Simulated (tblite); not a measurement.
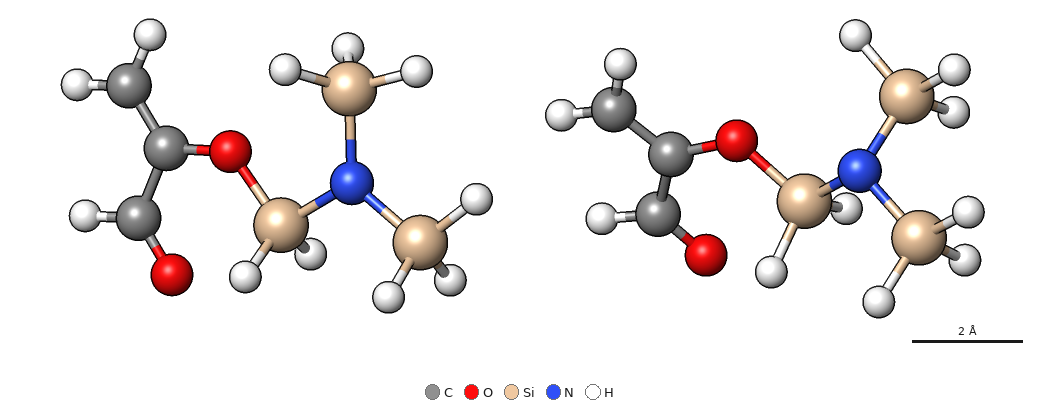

Two geometries of C$_{3}$H$_{11}$NO$_{2}$Si$_{3}$, drawn at one scale. One is the start of a relaxation, the other its converged end. Style: ball-and-stick. Shown from a free direction.

These are results of GFN2-xTB geometry optimisation, gas phase (tblite), not measurements. 

Which of the two is the end point?

The left one is the relaxed one. An H atom moves most after the best rigid fit: 1.98 Å. By element the largest moves are H 1.98 Å, O 1.01 Å, C 0.91 Å, Si 0.81 Å, N 0.54 Å. Some distances before and after: O–Si 3.041 → 2.528 Å, Si–Si 2.746 → 3.097 Å, C–O 1.382 → 1.326 Å, N–Si 1.689 → 1.744 Å. Bond angles that change, for instance: Si–N–Si 109.2° → 125.9°, O–Si–N 107.9° → 97.8°, Si–N–Si 109.9° → 119.9°. Over 186 geometry steps the energy falls by 0.966 eV. Cost: 3.5 s on 1 thread of Arm Neoverse N1, on a shared host.
